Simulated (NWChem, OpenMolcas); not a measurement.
Predicting a hybrid from its neighbours: C2H2F2 (vinylidene fluoride)

The species is C2H2F2 (6 atoms), meant as a singlet with charge 0. SMILES: `C=C(F)F`. The coordinates come from a PBE0-D4/def2-TZVP relaxation.

The dipole moment y, in D, basis aug-cc-pVDZ; a is the functional's share of exact exchange. Programs: NWChem 7.3.0, OpenMolcas 26.06.

```
functional     program     a  y (D)
    revPBE  OpenMolcas     0   1.06
      BLYP      NWChem     0   1.12
     B3LYP  OpenMolcas   0.2      ?
      PBE0      NWChem  0.25   1.24
     BHLYP      NWChem   0.5   1.41
```

Fit y = c + s·a to the known rows and predict B3LYP.


1. Means of the 4 rows: a = 0.1875, y = 1.208.
2. Σ(Δa)² = 0.17188, Σ(Δa·Δy) = 0.10937, so the slope is 0.10937/0.17188 = 0.63632.
3. Intercept: 1.208 − (0.63632) × 0.1875 = 1.089. The largest residual of the fit is 0.031.
4. B3LYP: 1.089 + (0.63632) × 0.2 = 1.22 D.

The run gave 1.25 D, so the prediction is off by -0.03 D, about the scatter of the fit. More exact exchange makes the molecule more polar here. The rows mix families of semi-local functionals, which the line can't see. The measured value is 1.38 D (NIST CCCBDB); in this basis the line meets it at a = 0.46.

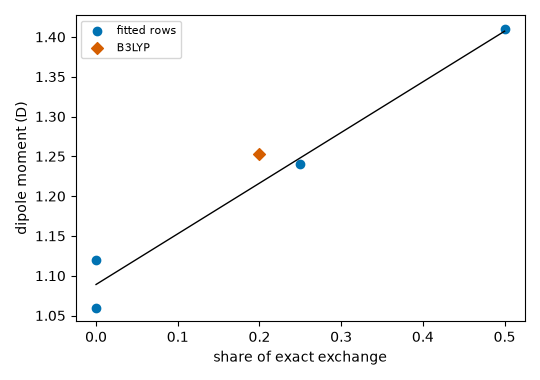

The fitted line, with the withheld row.
